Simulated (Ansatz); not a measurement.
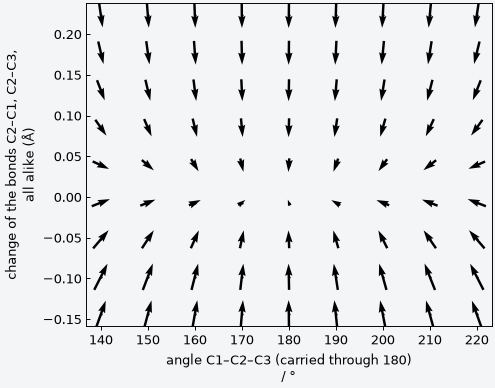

C4H6FN, SMILES C=C=C(F)CN. First axis: angle C1–C2–C3 (carried through 180). Second axis: change of the bonds C2–C1, C2–C3, all alike. Nothing is relaxed (all other coordinates rigid). The scan uses a 9 × 9 grid. Points are written as (first, second). These are results of RKS PBE0-D4/def2-SVP (Ansatz 0.2.0), not measurements.

Drawn: dots at the grid points, arrows along the force (downhill), their lengths compressed.

The arrows alone are given. Where is the energy lowest?

The arrows converge at about (178°, 0.000 Å) (read from the interpolated surface).

The energy map of the same scan:

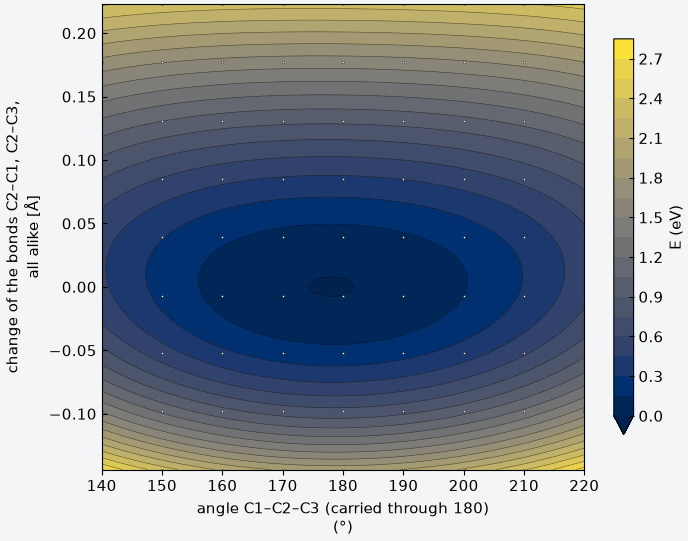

Energies are in eV, from the lowest grid point; between grid points the surface is interpolated.
